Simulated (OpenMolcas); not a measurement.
Exact exchange and the vertical ionisation energy of B2NH2OF

The species is B2NH2OF (7 atoms), meant as a singlet with charge 0. SMILES: `OB1NB1F`. The shape is that of a PBE0-D4/def2-TZVP optimisation. This is one conformer, not always the lowest.

The vertical ionisation energy (to the doublet cation) y, in eV, basis def2-SVP; a is the functional's share of exact exchange. Programs: OpenMolcas 26.06.

```
functional     program     a  y (eV)
    revPBE  OpenMolcas     0    9.38
    r2SCAN  OpenMolcas     0    9.54
     B3LYP  OpenMolcas   0.2    9.74
      PBE0  OpenMolcas  0.25       ?
     BHLYP  OpenMolcas   0.5    9.88
```

Q: Fit y = c + s·a to the known rows and predict PBE0.

A: 
1. Means of the 4 rows: a = 0.1750, y = 9.635.
2. Σ(Δa)² = 0.1675, Σ(Δa·Δy) = 0.1435, so the slope is 0.1435/0.1675 = 0.85672.
3. Intercept: 9.635 − (0.85672) × 0.1750 = 9.485. The largest residual of the fit is 0.11.
4. PBE0: 9.485 + (0.85672) × 0.25 = 9.70 eV.

The run gave 9.72 eV, so the prediction is off by -0.02 eV, within the largest residual. The rows mix families of semi-local functionals, which the line can't see.

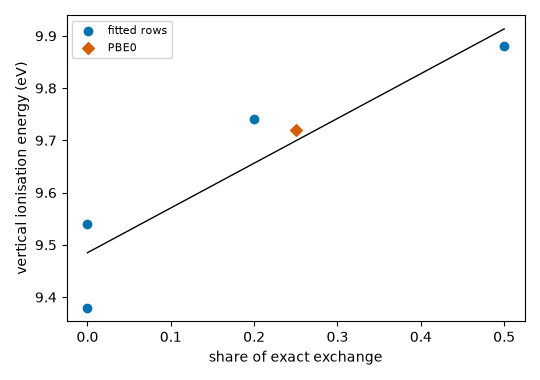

The fitted line, with the withheld row.
